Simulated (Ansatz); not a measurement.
# B₂O+ (quartet): trial inputs and their diagnosis

3 inputs are run for B₂O+ (quartet) as typed; the log has to tell whether the result can be used and what must change.

The runs use Ansatz 0.2.0, Gaussian basis; the settings change from run to run.

26 further runs of the same task are left out: 9 for a known fault of the program, 1 for a mislabelled method, 7 that didn't finish, 9 set aside as unsound or not needed.

## (1) The system

The geometry is a PBE0/def2-TZVP stationary point (not a proven minimum) of the parent state, kept for this charge and spin.

3 atoms, charge 1, spin multiplicity 4.

Atoms are counted from 1 here; the program's logs count them from 0.

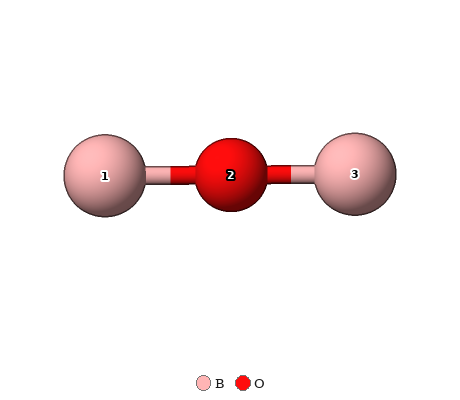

The geometry (boron pink, oxygen red); atoms are numbered from 1 in the order of the file.

## (2) Try 1

The input, in.yaml:

```yaml
crystal:
  periodic: [false, false, false]
  atoms:
    - {symbol: B, position_ang: [0.000000, 0.300000, 0.291400]}
    - {symbol: O, position_ang: [0.000000, 0.000000, -0.008600]}
    - {symbol: B, position_ang: [0.000000, 0.000000, -1.311900]}
basis:
  gaussian: {orbitals: STO-3G}
total_charge: 1
magnetization: {spin_polarized: false, initial_magnetization: 3}
correlation: {active_space: {window: {electrons: 5, orbitals: 8}}}
output: {forces: true}
```

The run is started by

```sh
$ ansatz run in.yaml --threads 1 --pin off --events-out ev --progress --plain --max-ram 2393MiB
```

The log of the run:

```text
Functional definition: HF
  name "HF"
  cite "Fock, Z. Phys. 61, 126 (1930) doi:10.1007/BF01340294"
  parent pbe
  exchange = exact_x
  correlation = 0
207 factors; integrals over basis functions are off by at most 4.8e-5 eV
mean field evaluation 1: about -3071.4151 eV, gradient 3.0e1 eV
mean field evaluation 2: about -3071.5109 eV, gradient 3.0e1 eV
mean field evaluation 4: about -3073.4270 eV, gradient 1.7e0 eV
mean field evaluation 8: about -3073.4634 eV, gradient 1.1e-3 eV
mean field -3073.46342896 eV, -112.9476977461 hartree, gradient 1.9e-6 eV, S^2 3.750000; 0 other end points of the search recorded, 0 dependent functions left out
reference -3073.46342896 eV, -112.9476977461 hartree; 10, 7 occupied and 5, 8 virtual orbitals, 207 factors
state -3074.13948841 eV, -112.9725424726 hartree
the calculation of the forces begins
Total energy: -3074.13948841 eV, -112.9725424726 hartree
Atom 0 at     0.000000     0.300000     0.291400 Å, force     0.000000   916.152897   924.719114 eV/Å
Atom 1 at     0.000000     0.000000    -0.008600 Å, force    -0.000000  -914.181048  -912.741242 eV/Å
Atom 2 at     0.000000     0.000000    -1.311900 Å, force     0.000000    -1.971849   -11.977872 eV/Å
Dipole moment:     0.000000    -0.218276    -0.046581 e Å
```

Wall time 0.6 s (1 thread of Intel Xeon 6975P-C, shared host).

What is wrong: The run converged, which proves nothing about the input. One atom lies on top of another. The shortest distance is 0.42 Å, against 1.30 Å in the geometry of step 1. Its energy belongs to another geometry. Fix: restore its position.

## (3) Try 2

The input, in.yaml:

```yaml
crystal:
  periodic: [false, false, false]
  atoms:
    - {symbol: B, position_ang: [0.000000, 0.000000, 1.320500]}
    - {symbol: O, position_ang: [0.000000, 0.000000, -0.008600]}
    - {symbol: B, position_ang: [0.000000, 0.000000, -1.311900]}
basis:
  gaussian: {orbitals: def2-SVP}
total_charge: 1
magnetization: {spin_polarized: false, initial_magnetization: 3}
correlation: {method: fic_mrcisd_q, electrons: outside_noble_gas, active_space: {window: {electrons: 2, orbitals: 200}}}
```

The command is unchanged.

The log of the run:

```text
Functional definition: HF
  name "HF"
  cite "Fock, Z. Phys. 61, 126 (1930) doi:10.1007/BF01340294"
  parent pbe
  exchange = exact_x
  correlation = 0
418 factors; integrals over basis functions are off by at most 7.9e-4 eV
mean field evaluation 1: about -3358.1138 eV, gradient 5.6e1 eV
mean field evaluation 2: about -3358.2165 eV, gradient 5.6e1 eV
mean field evaluation 4: about -3365.5437 eV, gradient 2.2e0 eV
mean field evaluation 8: about -3365.6294 eV, gradient 4.1e-1 eV
mean field evaluation 16: about -3365.6654 eV, gradient 1.9e-2 eV
mean field evaluation 32: about -3365.6650 eV, gradient 6.1e-2 eV
mean field evaluation 64: about -3365.6180 eV, gradient 4.2e-1 eV
mean field -3365.66543520 eV, -123.6859234135 hartree, gradient 2.3e-6 eV, S^2 3.750000; 4 other end points of the search recorded, 0 dependent functions left out
reference -3365.66543520 eV, -123.6859234135 hartree; 10, 7 occupied and 32, 35 virtual orbitals, 418 factors
Error: 2 electrons in 200 orbitals form no window around the highest filled level of the reference
```

It took 0.24 s on 1 thread of Intel Xeon 6975P-C, shared host.

Diagnosis: The run stopped with an error. The active window can't be built from these electrons and orbitals. Fix: choose counts that fit the spin, the electrons and the basis.

## (4) Try 3

The input, in.yaml:

```yaml
crystal:
  periodic: [false, false, false]
  atoms:
    - {symbol: B, position_ang: [0.000000, 0.000000, 1.320500]}
    - {symbol: O, position_ang: [0.000000, 0.000000, -0.008600]}
    - {symbol: B, position_ang: [0.000000, 0.000000, -1.311900]}
basis:
  gaussian: {orbitals: "6-31G*"}
total_charge: 1
magnetization: {spin_polarized: false, initial_magnetization: 3}
correlation: {method: fic_mrcisd_q, electrons: valence, active_space: {window: {electrons: 17, orbitals: 14}}}
```

The command is unchanged.

The log of the run:

```text
Functional definition: HF
  name "HF"
  cite "Fock, Z. Phys. 61, 126 (1930) doi:10.1007/BF01340294"
  parent pbe
  exchange = exact_x
  correlation = 0
409 factors; integrals over basis functions are off by at most 1.2e-3 eV
mean field evaluation 1: about -3361.0808 eV, gradient 5.6e1 eV
mean field evaluation 2: about -3361.1272 eV, gradient 5.6e1 eV
mean field evaluation 4: about -3368.2517 eV, gradient 2.4e0 eV
mean field evaluation 8: about -3368.3169 eV, gradient 4.2e-1 eV
mean field evaluation 16: about -3368.3552 eV, gradient 2.2e-2 eV
mean field evaluation 32: about -3368.3551 eV, gradient 4.0e-2 eV
mean field -3368.35520815 eV, -123.7847707463 hartree, gradient 1.2e-6 eV, S^2 3.750000; 4 other end points of the search recorded, 0 dependent functions left out
reference -3368.35520815 eV, -123.7847707463 hartree; 10, 7 occupied and 35, 38 virtual orbitals, 409 factors
```

Run time: 99 s. Hardware: 1 thread of Intel Xeon 6975P-C, shared host.

What is wrong: The run was cut at its time limit. The job is too large for the time given. Cure: a smaller basis or space, or a lower level; a longer limit helps only where the log shows it near its end.

## (5) Summary

```
try                     level                  ended                                                               cause    time
  1        CASSCF(5,8)/STO-3G              converged                                     one atom lies on top of another   0.6 s
  2  MRCISD+Q(2,200)/def2-SVP    stopped by an error  the active window can't be built from these electrons and orbitals  0.24 s
  3    MRCISD+Q(17,14)/6-31G*  cut at its time limit                             the job is too large for the time given    99 s
```

1 converged, 1 stopped by an error, 1 cut at its time limit. The input that converges on a wrong geometry or spin is the dangerous one: no error points at it, so geometry and ⟨S²⟩ have to be checked.
